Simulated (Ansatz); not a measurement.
A series of calculations on BNH$_{3}$BrClF

**1. Relaxation**

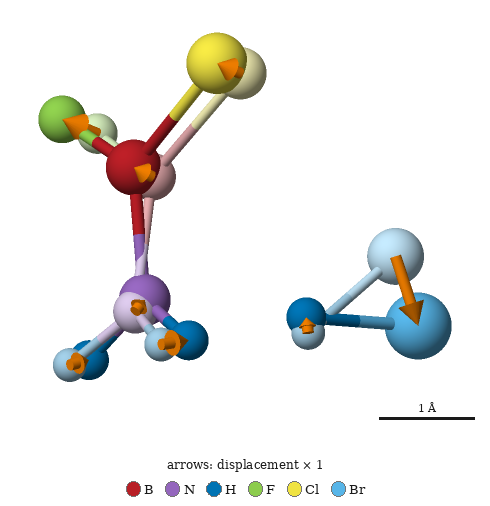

A relaxation of BNH₃BrClF. The starting structure is drawn faded, the final one solid; orange arrows show the displacements, at their true length. The two geometries are superimposed by the best rigid fit.

Style: ball-and-stick. Shown from a free direction.

The run prepares an end point of a later path (reaction) calculation, from a guessed geometry.

Computed with RKS B3LYP-D4/def2-SVP (Ansatz 0.2.0). (no spin polarisation; force threshold 0.03 eV/Å; at most 50 steps)

**Which element moves most?**

Bromine: up to 0.77 Å, against 0.47 Å for fluorine.

**Describe the change and its energy.**

The largest move after the best rigid fit is that of the Br atom, 0.77 Å. By element the largest moves are Br 0.77 Å, F 0.47 Å, H 0.37 Å, Cl 0.31 Å, B 0.24 Å, N 0.19 Å. Some distances before and after: B–N 1.477 → 1.406 Å, Br–H 1.502 → 1.442 Å, B–Cl 1.763 → 1.768 Å. The energy falls by 21.3 kJ/mol in 11 geometry steps. The largest force component goes from 2.2 to 0.015 eV/Å. The run took 74 s on 2 threads of Arm Neoverse N1 (shared host), peak memory 0.26 GiB.

Limits of the set-up: the start holds two separate molecules, 2.3 Å apart at their closest, whose relative position is a soft coordinate.

**2. Relaxation**

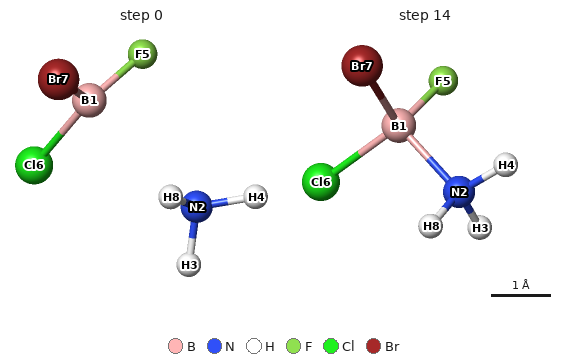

The structure of BNH3BrClF before (left) and after (right) a relaxation, at one scale.

The picture is a ball-and-stick view, seen from a free direction.

The run prepares an end point of a later path (reaction) calculation, from a guessed geometry.

These are results of Ansatz 0.2.0, RKS B3LYP-D4/def2-SVP, not measurements.

Input file:
```yaml
crystal:
  periodic: [false, false, false]
  atoms:
    - { symbol: B, position_ang: [-0.198712, 0.5797, -0.487974] }
    - { symbol: "N", position_ang: [-0.037617, 0.027719, 2.184273] }
    - { symbol: H, position_ang: [-0.766736, -0.554224, 2.596616] }
    - { symbol: H, position_ang: [0.82451, -0.129682, 2.70136] }
    - { symbol: F, position_ang: [1.021882, 0.180299, -0.747462] }
    - { symbol: Cl, position_ang: [-1.578756, -0.430256, -0.854689] }
    - { symbol: Br, position_ang: [-0.455378, 2.508133, 0.005235] }
    - { symbol: H, position_ang: [-0.307892, 1.019111, 2.319041] }
basis:
  gaussian: { orbitals: def2-SVP }
hamiltonian:
  xc: b3lyp
  dispersion: d4
relax:
  f_tol: 0.03
  max_steps: 50
```

Launched with:
```bash
ansatz run input.yaml --threads 2 --pin off --max-ram 3072MiB --backend cpu --events-out ev --progress --plain --runs-dir out
```

Question: What changed between the two?

Answer: After 13 accepted moves (14 points after the start) the energy has fallen by 22.0 kcal/mol. The largest force component goes from 0.83 to 0.0067 eV/Å. The line search rejected the trial step at point 10 of the run. The largest move after the best rigid fit is that of H3, 0.87 Å. Largest moves by element: H 0.87 Å, B 0.68 Å, F 0.54 Å, Cl 0.50 Å, N 0.44 Å, Br 0.42 Å. Some distances before and after: B1–N2 2.733 → 1.637 Å, N2–Br7 3.328 → 2.890 Å, B1–Cl6 1.749 → 1.839 Å, B1–F5 1.310 → 1.360 Å. New bonds form, among them: B1–N2 (2.73 → 1.64 Å). Bond angles that change, for instance: F5–B1–Cl6 121.2° → 114.0°, Cl6–B1–Br7 120.4° → 114.3°, F5–B1–Br7 117.4° → 113.0°.

Limits of the set-up: the start holds two separate molecules, 2.7 Å apart at their closest, whose relative position is a soft coordinate.

**3. Path**

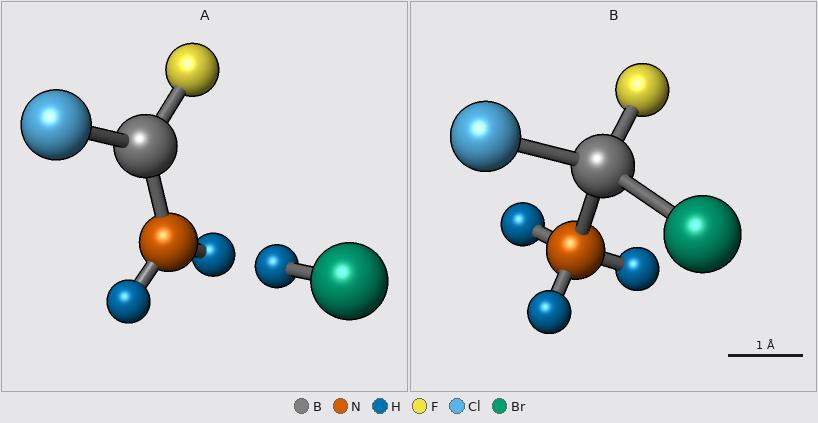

The two relaxed end points of a path for BNH3BrClF. Style: ball-and-stick. Shown from a free direction.

Computed with RKS B3LYP-D4/def2-SVP (Ansatz 0.2.0).

Settings: 7 movable images; climbing image; force threshold 0.03 eV/Å; iteration limit 60.

Start:
```xyz
8

B     0.0349   -0.3599    0.1876
N    -0.0106   -0.1739    1.5800
H    -0.8359   -0.3879    2.1271
H     0.8394   -0.0690    2.1249
F     1.1837   -0.2222   -0.4621
Cl   -1.4303   -0.7422   -0.7251
Br   -0.8090    3.2772    1.3956
H    -0.4710    1.8786    1.4884
```

End:
```xyz
8

B    -0.0959    0.5335    0.1915
N    -0.1870    0.1388    1.7779
H    -0.2593   -0.8785    1.8877
H     0.6468    0.4753    2.2703
F     1.0624   -0.0234   -0.2542
Cl   -1.6111   -0.1804   -0.5681
Br   -0.0450    2.5612    0.2076
H    -1.0095    0.5742    2.2038
```

### Predict the minimum-energy path and its barrier.

The highest point, image 3, lies 61.7 kJ/mol above the start and 100.6 kJ/mol above the end; the end is at −38.9 kJ/mol relative to the start. Breaking: Br7–H8 (1.44 → 1.79 at the top → 2.98 Å). Forming: B1–Br7 (3.92 → 2.84 at the top → 2.03 Å), N2–H8 (2.11 → 1.22 at the top → 1.02 Å). The band is converged. At the top, the vibrational analysis gives one imaginary mode (729i cm⁻¹), as a transition state must have.

Energies of the converged images:

```json
{"image": "0", "path (Å)": "0.00", "E (kJ/mol)": "0.0"}
{"image": "1", "path (Å)": "0.48", "E (kJ/mol)": "1.3"}
{"image": "2", "path (Å)": "0.96", "E (kJ/mol)": "17.8"}
{"image": "3", "path (Å)": "1.44", "E (kJ/mol)": "61.7"}
{"image": "4", "path (Å)": "1.93", "E (kJ/mol)": "17.8"}
{"image": "5", "path (Å)": "2.42", "E (kJ/mol)": "-29.3"}
{"image": "6", "path (Å)": "2.91", "E (kJ/mol)": "-34.3"}
{"image": "7", "path (Å)": "3.40", "E (kJ/mol)": "-37.2"}
{"image": "8", "path (Å)": "3.89", "E (kJ/mol)": "-38.9"}
```

The geometry at the top of the path:

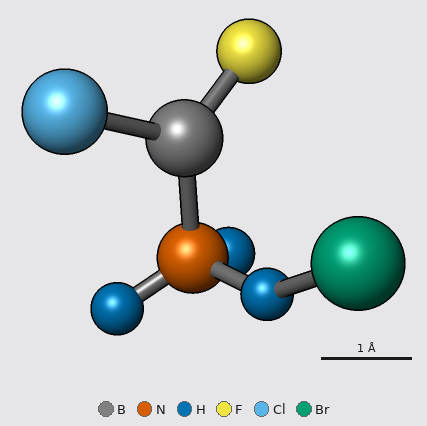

Cost: 9.8 min on 2 threads of Arm Neoverse N1, on a shared host, peak memory 0.29 GiB.
